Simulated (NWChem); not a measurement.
**One shape, several levels: CH3BBrFSi (SMILES FB1C[SiH]1Br)**

We compute a comparison of 4 runs (HF/STO-3G, HF/3-21G, B3LYP/6-31G*) of CH3BBrFSi. 

The results are computed with NWChem 7.3.0.

## Step 1: The molecule

CH3BBrFSi has 8 atoms, charge 0, and is taken as a singlet. As SMILES, `FB1C[SiH]1Br`. The coordinates come from a PBE0-D4/def2-TZVP relaxation.

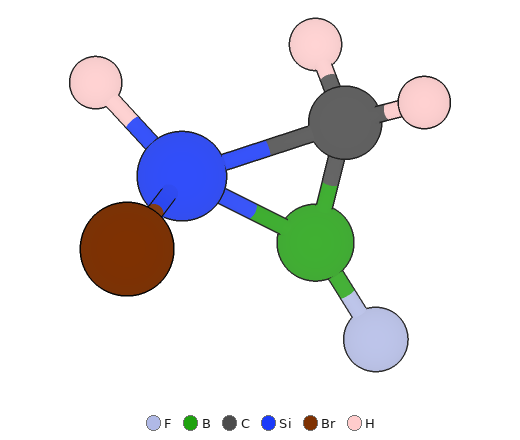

The structure, seen from a chosen angle (fluorine light blue, boron green, carbon dark grey, silicon blue, bromine brown, hydrogen pink).

## Step 2: Energy and gradient at HF/STO-3G (run 1)

struct.nw reads:

```
start struct
title "CH3BBrFSi"
memory total 2200 mb
geometry noautosym nocenter noautoz
 F       -1.060400      -0.958600       1.991100
 B       -0.368500      -0.705200       0.907500
 C        0.780600       0.219300       0.551200
 Si      -0.425600      -0.143400      -0.938900
 Br      -1.899300       1.353600      -1.640200
 H        1.098300       1.092200       1.118300
 H        1.630300      -0.268400       0.057200
 H        0.336800      -0.646700      -2.102000
end
basis "ao basis" spherical bse
 * library STO-3G
end
scf
 thresh 1e-08
 maxiter 80
end
task scf gradient
```

Run with:

```console
$ nwchem struct.nw > struct.out
```

Standard output:

```text
[...]
  functions       =    45
[...]
  wavefunction    = RHF
[...]
         Total SCF energy =  -2991.853327964724
      One-electron energy =  -4893.243041850369
      Two-electron energy =   1546.536498149695
 Nuclear repulsion energy =    354.853215735950
        Time for solution =      3.0s
[...]
                         RHF ENERGY GRADIENTS
    atom               coordinates                        gradient
                 x          y          z           x          y          z
   1 F      -2.003865  -1.811491   3.762633   -0.009893  -0.000256   0.021102
   2 B      -0.696364  -1.332635   1.714926    0.014863   0.001471   0.001560
   3 C       1.475120   0.414417   1.041617   -0.005996  -0.000717   0.039891
   4 Si     -0.804267  -0.270987  -1.774264   -0.018257   0.001578  -0.021907
   5 Br     -3.589157   2.557933  -3.099529   -0.003020   0.003236  -0.002061
   6 H       2.075486   2.063959   2.113281    0.004657   0.004765   0.005519
   7 H       3.080820  -0.507202   0.108092    0.002802  -0.002503  -0.020013
   8 H       0.636460  -1.222086  -3.972204    0.014844  -0.007575  -0.024090
[...]
```

Wall time 6 s (1 thread of Intel Xeon Platinum 8488C (Sapphire Rapids), shared host); peak memory 0.099 GiB.

## Step 3: Energy and gradient at HF/3-21G (run 2)

ch3bbrfsi.nw reads:

```
start ch3bbrfsi
memory total 2200 mb

geometry units angstroms noautosym nocenter noautoz
  F     -1.060400    -0.958600     1.991100
  B     -0.368500    -0.705200     0.907500
  C      0.780600     0.219300     0.551200
  Si    -0.425600    -0.143400    -0.938900
  Br    -1.899300     1.353600    -1.640200
  H      1.098300     1.092200     1.118300
  H      1.630300    -0.268400     0.057200
  H      0.336800    -0.646700    -2.102000
end

basis "ao basis" spherical bse
  * library 3-21G
end

scf
  singlet
  rhf
  thresh 1e-08
  maxiter 80
  noprint "final vectors analysis"
end

task scf gradient
```

Run with:

```console
$ nwchem ch3bbrfsi.nw > ch3bbrfsi.out
```

Standard output:

```text
[...]
  functions       =    68
[...]
  wavefunction    = RHF
[...]
         Total SCF energy =  -3010.323962390044
      One-electron energy =  -4900.619400796546
      Two-electron energy =   1535.442222670551
 Nuclear repulsion energy =    354.853215735950
        Time for solution =      3.7s
[...]
                         RHF ENERGY GRADIENTS
    atom               coordinates                        gradient
                 x          y          z           x          y          z
   1 F      -2.003865  -1.811491   3.762633    0.014972   0.009207  -0.022756
   2 B      -0.696364  -1.332635   1.714926   -0.012488  -0.004972   0.012403
   3 C       1.475120   0.414417   1.041617   -0.018538  -0.003630   0.001005
   4 Si     -0.804267  -0.270987  -1.774264   -0.012907   0.016459   0.006266
   5 Br     -3.589157   2.557933  -3.099529    0.022854  -0.021717   0.011337
   6 H       2.075486   2.063959   2.113281    0.005030   0.005620   0.004657
   7 H       3.080820  -0.507202   0.108092   -0.001316  -0.001430  -0.010438
   8 H       0.636460  -1.222086  -3.972204    0.002393   0.000461  -0.002472
[...]
```

Wall time 6.9 s (1 thread of Intel Xeon Platinum 8488C (Sapphire Rapids), shared host); peak memory 0.099 GiB.

Run 3 isn't shown in full; the table further down has it.

## Step 4: Energy and forces at B3LYP/6-31G(d) (Cartesian functions) (run 4)

ch3bbrfsi.nw reads:

```
start ch3bbrfsi
memory 2200 mb
geometry units angstroms noautosym nocenter noautoz
   F       -1.060400      -0.958600       1.991100
   B       -0.368500      -0.705200       0.907500
   C        0.780600       0.219300       0.551200
   Si      -0.425600      -0.143400      -0.938900
   Br      -1.899300       1.353600      -1.640200
   H        1.098300       1.092200       1.118300
   H        1.630300      -0.268400       0.057200
   H        0.336800      -0.646700      -2.102000
end
basis cartesian
   * library 6-31G*
end
dft
   xc b3lyp
   grid fine
   convergence energy 1e-08
   maxiter 100
   mulliken
end
task dft gradient
```

Run with:

```console
$ nwchem ch3bbrfsi.nw > ch3bbrfsi.out
```

Standard output:

```text
[...]
          Wavefunction type:  closed shell.
          No. of atoms     :     8
          No. of electrons :    72
[...]
          Charge           :     0
          Spin multiplicity:     1
[...]
          AO basis - number of functions:   105
[...]
              XC Information
              --------------
                         B3LYP Method XC Potential
                     Hartree-Fock (Exact) Exchange  0.200
                        Slater Exchange Functional  0.800 local
                    Becke 1988 Exchange Functional  0.720 non-local
              Lee-Yang-Parr Correlation Functional  0.810
                  VWN I RPA Correlation Functional  0.190 local
[...]
 d= 0,ls=0.0,diis     1  -3027.9339933429 -3.38D+03  1.29D-02  1.86D+00     3.0
[...]
 d= 0,ls=0.0,diis    10  -3028.0189142529 -5.08D-09  5.95D-07  5.70D-09    22.7
         Total DFT energy =    -3028.018914252912
      One electron energy =    -4915.420469386214
           Coulomb energy =     1665.915078966073
    Exchange-Corr. energy =     -133.366739568721
 Nuclear repulsion energy =      354.853215735950
[...]
      Total Density - Mulliken Population Analysis
     ---------------------------------------------
    Atom       Charge   Shell Charges
 -----------   ------   -------------------------------------------------------
    1 F    9     9.18   1.99  0.97  3.33  0.86  1.94  0.08
    2 B    5     4.63   1.99  0.54  1.37  0.33  0.30  0.10
    3 C    6     6.60   1.99  0.67  2.11  0.67  1.14  0.01
    4 Si  14    13.75   2.00  1.99  5.96  1.08  1.85  0.27  0.46  0.14
    5 Br  35    35.22   2.00  1.99  6.00  1.93  5.99  1.62  3.86  0.38  1.38  7.02  2.95  0.12
    6 H    1     0.81   0.51  0.30
    7 H    1     0.79   0.51  0.28
    8 H    1     1.03   0.51  0.52
[...]
  wavefunction    = closed shell
[...]
```

Wall time 40 s (1 thread of Intel Xeon Platinum 8488C (Sapphire Rapids), shared host); peak memory 0.13 GiB.

## Step 5: All runs side by side

```csv
run,level,iteration cap,module,energy (Eh),dipole moment (D),largest force (eV/Å),wall time
1,HF/STO-3G,80,scf,-2991.853328,2.41,2.075,6 s
2,HF/3-21G,80,scf,-3010.323962,2.43,1.723,6.9 s
3,B3LYP/6-31G* (spherical functions),100,dft,-3028.006553,–,0.511,40 s
4,B3LYP/6-31G* (Cartesian functions),100,dft,-3028.018914,2.00,0.531,40 s
```

## Step 6: Results

| quantity | value |
| --- | --- |
| run 4: total energy | -3028.01891 Eh |
| run 4: dipole moment | 2.00 D |
| run 4: HOMO energy | -6.68 eV |
| run 4: LUMO energy | -1.57 eV |
| run 4: HOMO–LUMO gap | 5.11 eV |
| run 4: largest force on an atom | 0.531 eV/Å |

In words: Over runs 1, 2, 4 the dipole moment (its size) runs from 2.00 D (B3LYP/6-31G*) to 2.43 D (HF/3-21G). The two ends differ in method and basis. In run 1 the basis is minimal, so the values are rough. All runs together took 92 s, the longest 40 s.
